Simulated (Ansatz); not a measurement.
The figure comes from a scan of Na (bcc, W type): one Na atom of a 2-atom cell moves by s along Cartesian x, with its periodic images. All values below come from PBE (plane waves to 420 eV, PAW, scalar-relativistic; Ansatz, a quantum-chemistry and plane-wave program). k mesh 13×13×13 (Γ-centred), Fermi-Dirac smearing 0.05 eV. Energies are smeared free energies. With partly filled bands, energies and forces of such displacements shift with the k mesh and the smearing. Na was relaxed with its symmetry unable to fall. The PAW data are Ansatz's earlier set. ΔE is measured from the undisplaced structure.

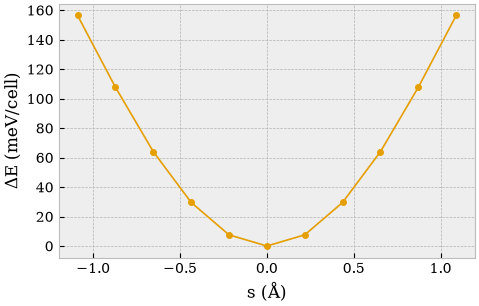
Fig. 1. ΔE (meV/cell) against s (Å); one marker a computed point.

Problem. List the plotted points as numbers.

Solution. To the nearest 2:

| s (Å) | ΔE (meV/cell) |
|---|---|
| -1.090 | 156 |
| -0.872 | 108 |
| -0.654 | 64 |
| -0.436 | 30 |
| -0.218 | 8 |
| 0.000 | 0 |
| 0.218 | 8 |
| 0.436 | 30 |
| 0.654 | 64 |
| 0.872 | 108 |
| 1.090 | 156 |

(For displaced atoms, the force is minus the slope of the energy, and its curvature is a force constant, which sets phonon frequencies.)
